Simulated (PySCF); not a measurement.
**C4H13BSi2: a changed input and its effect**

System: C4H13BSi2.
Method of the first run: GIAO mPW1PW91/pcSseg-1 NMR shielding, non-relativistic, gas phase (PySCF 2.14.0).

The geometry comes from this level: PBE0-D3(BJ)/def2-SVP. Text and figures count atoms from 1; the logs count them from 0 in places.

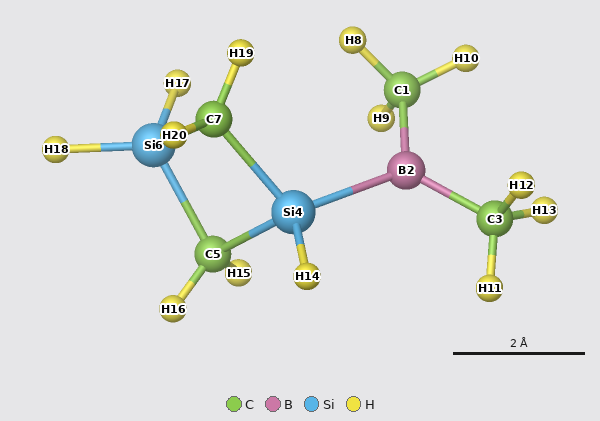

The structure as given in the input (ball-and-stick view, seen at an oblique angle; atoms are numbered from 1 in the order of the input).

**The input, the first run**
```
{"job": {"kind": "nmr", "xc": "mPW1PW91", "basis": "pcSseg-1", "pop": false}, "charge": 0, "multiplicity": 1}
C      1.295895     0.860595     1.353176
B      1.321125    -0.308608     0.308808
C      2.667067    -1.020745    -0.055150
Si    -0.418326    -0.845034    -0.594895
C     -1.089897     0.605289    -1.670113
Si    -2.306213     0.969484    -0.255625
C     -1.954630    -0.715440     0.548383
H      0.370591     0.949020     1.942578
H      1.342845     1.782746     0.736827
H      2.170929     0.891868     2.022022
H      2.716939    -1.461861    -1.061695
H      2.704910    -1.878983     0.649265
H      3.570614    -0.421970     0.143426
H     -0.340784    -2.142577    -1.348661
H     -0.395570     1.398514    -1.981819
H     -1.609516     0.228875    -2.566641
H     -1.842158     2.108183     0.599060
H     -3.726074     1.231852    -0.655496
H     -1.795712    -0.750277     1.635828
H     -2.726914    -1.457196     0.286151
```

The first line tells a small driver script what to run in PySCF; the rest is the geometry in Å.

Command:
```bash
OMP_NUM_THREADS=1 python <driver script> task.json out
```

Hardware: 1 CPU thread, shared host.

**Output (the first run)**
```
coarse grid: 16744 points
cycle   1  E = -763.8963370398  dE =  3.224e-01  |g| = 6.006e-01  |ddm| = 3.905e+00
cycle   2  E = -763.8531401910  dE =  4.320e-02  |g| = 7.110e-01  |ddm| = 1.231e+00
cycle   3  E = -763.9902903728  dE = -1.372e-01  |g| = 5.582e-02  |ddm| = 7.733e-01
cycle   4  E = -763.9910180960  dE = -7.277e-04  |g| = 2.721e-02  |ddm| = 1.030e-01
cycle   5  E = -763.9912215547  dE = -2.035e-04  |g| = 3.586e-03  |ddm| = 3.128e-02
cycle   6  E = -763.9912249833  dE = -3.429e-06  |g| = 8.666e-04  |ddm| = 5.400e-03
final grid: 149728 points
cycle   7  E = -764.0290134132  dE = -3.398e-05  |g| = 5.907e-03  |ddm| = 2.983e-02
cycle   8  E = -764.0290094725  dE =  3.941e-06  |g| = 7.120e-03  |ddm| = 1.214e-02
cycle   9  E = -764.0290228541  dE = -1.338e-05  |g| = 3.962e-04  |ddm| = 6.678e-03
cycle  10  E = -764.0290228886  dE = -3.457e-08  |g| = 2.050e-04  |ddm| = 7.450e-04
cycle  11  E = -764.0290229002  dE = -1.155e-08  |g| = 1.806e-05  |ddm| = 2.277e-04
cycle  12  E = -764.0290229003  dE = -8.208e-11  |g| = 2.987e-06  |ddm| = 3.438e-05
converged SCF energy = -764.0290229003

GIAO shielding tensors (ppm)
atom      isotropic    diamagn.    paramagn.     s11        s22        s33       span
  0 C      162.608     255.121     -92.513    137.923    170.919    178.982     41.059
  1 B       -2.641     194.741    -197.382    -76.807    -58.429    127.314    204.121
  2 C      160.194     253.698     -93.504    135.604    167.904    177.073     41.468
  3 Si     378.185     881.968    -503.783    351.073    372.730    410.751     59.678
  4 C      192.081     258.189     -66.109    183.279    194.169    198.795     15.516
  5 Si     375.950     879.845    -503.894    331.079    368.788    427.984     96.905
  6 C      192.466     258.778     -66.312    185.652    192.423    199.325     13.673
  7 H       29.234      33.315      -4.081     24.773     29.888     33.040      8.267
  8 H       30.457      31.993      -1.536     25.959     30.570     34.842      8.883
  9 H       29.781      30.563      -0.782     26.071     28.721     34.552      8.480
 10 H       29.399      31.035      -1.636     25.624     29.118     33.455      7.831
 11 H       30.548      29.502       1.045     26.891     29.286     35.467      8.577
 12 H       29.756      29.918      -0.162     26.302     28.879     34.087      7.784
 13 H       26.387      30.901      -4.514     23.437     24.233     31.492      8.055
 14 H       31.470      32.510      -1.040     26.836     28.889     38.685     11.850
 15 H       30.709      30.594       0.115     27.096     27.244     37.787     10.692
 16 H       26.294      29.790      -3.495     24.017     24.764     30.101      6.084
 17 H       26.137      28.394      -2.257     22.330     23.963     32.119      9.788
 18 H       31.210      32.394      -1.183     26.260     28.961     38.410     12.150
 19 H       30.798      30.506       0.292     26.916     27.524     37.955     11.039
```

For the second run the input was changed thus:
```diff
-"xc": "mPW1PW91"
+"xc": "PBE0"
-"pop": false
```

What does this change do to the results?

The total energies belong to different methods, so their difference says nothing on which is more stable or more accurate. Of all shieldings, the largest change is that of Si4 and Si6, by +1.7 ppm. The functional changes from mPW1PW91 to PBE0. The number of SCF iterations is the same.

**Output (the second run)**
```
coarse grid: 16744 points
cycle   1  E = -763.4331252747  dE =  3.237e-01  |g| = 5.980e-01  |ddm| = 3.901e+00
cycle   2  E = -763.3891209954  dE =  4.400e-02  |g| = 7.109e-01  |ddm| = 1.230e+00
cycle   3  E = -763.5260230903  dE = -1.369e-01  |g| = 5.578e-02  |ddm| = 7.756e-01
cycle   4  E = -763.5267508306  dE = -7.277e-04  |g| = 2.673e-02  |ddm| = 1.026e-01
cycle   5  E = -763.5269470543  dE = -1.962e-04  |g| = 3.668e-03  |ddm| = 3.096e-02
cycle   6  E = -763.5269505415  dE = -3.487e-06  |g| = 8.585e-04  |ddm| = 5.335e-03
final grid: 149728 points
cycle   7  E = -763.5653211511  dE = -3.111e-05  |g| = 8.481e-03  |ddm| = 2.972e-02
cycle   8  E = -763.5653121753  dE =  8.976e-06  |g| = 1.029e-02  |ddm| = 1.739e-02
cycle   9  E = -763.5653401151  dE = -2.794e-05  |g| = 6.274e-04  |ddm| = 9.810e-03
cycle  10  E = -763.5653402060  dE = -9.087e-08  |g| = 2.354e-04  |ddm| = 9.939e-04
cycle  11  E = -763.5653402209  dE = -1.486e-08  |g| = 2.682e-05  |ddm| = 2.599e-04
cycle  12  E = -763.5653402210  dE = -1.555e-10  |g| = 4.990e-06  |ddm| = 5.387e-05
converged SCF energy = -763.5653402210

GIAO shielding tensors (ppm)
atom      isotropic    diamagn.    paramagn.     s11        s22        s33       span
  0 C      163.193     254.983     -91.790    138.135    171.669    179.775     41.640
  1 B       -3.357     194.527    -197.884    -78.129    -59.598    127.655    205.783
  2 C      160.775     253.617     -92.842    135.823    168.641    177.862     42.039
  3 Si     379.878     881.764    -501.887    352.409    374.430    412.794     60.385
  4 C      192.955     257.968     -65.013    184.044    195.064    199.757     15.713
  5 Si     377.631     879.737    -502.106    332.245    370.388    430.261     98.016
  6 C      193.345     258.575     -65.231    186.447    193.268    200.319     13.872
  7 H       29.155      33.189      -4.034     24.683     29.804     32.977      8.294
  8 H       30.394      31.858      -1.464     25.868     30.498     34.816      8.948
  9 H       29.711      30.497      -0.786     25.997     28.641     34.495      8.499
 10 H       29.325      30.961      -1.636     25.534     29.035     33.407      7.873
 11 H       30.489      29.419       1.070     26.803     29.220     35.443      8.640
 12 H       29.687      29.863      -0.175     26.227     28.797     34.037      7.809
 13 H       26.288      30.825      -4.537     23.337     24.129     31.396      8.059
 14 H       31.410      32.392      -0.982     26.751     28.807     38.672     11.922
 15 H       30.633      30.547       0.086     27.005     27.142     37.752     10.748
 16 H       26.191      29.677      -3.486     23.930     24.657     29.986      6.056
 17 H       26.035      28.351      -2.317     22.210     23.871     32.023      9.813
 18 H       31.151      32.291      -1.140     26.173     28.883     38.398     12.226
 19 H       30.724      30.467       0.257     26.825     27.423     37.923     11.098
```

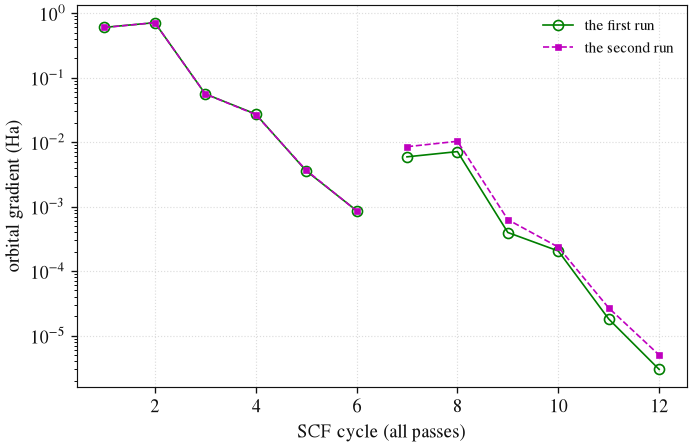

Convergence of the two runs: orbital gradient against the SCF cycle. A break in a curve parts two SCF passes (coarse and final grid). The first run takes 12 cycles in all, and the second run takes 12.

**The two runs side by side**

```tsv
quantity	the first run	the second run
outcome	converged	converged
total energy (hartree)	−764.029023	−763.565340
HOMO (eV)	−7.07	−7.04
LUMO (eV)	−1.34	−1.35
dipole moment (D)	0.93	0.94
shielding of C1 (ppm)	162.6	163.2
shielding of B2 (ppm)	−2.6	−3.4
shielding of C3 (ppm)	160.2	160.8
shielding of Si4 (ppm)	378.2	379.9
shielding of C5 (ppm)	192.1	193.0
shielding of Si6 (ppm)	376.0	377.6
shielding of C7 (ppm)	192.5	193.3
SCF iterations	12	12
basis functions	198	198
wall time (shared host)	24 s	27 s
```
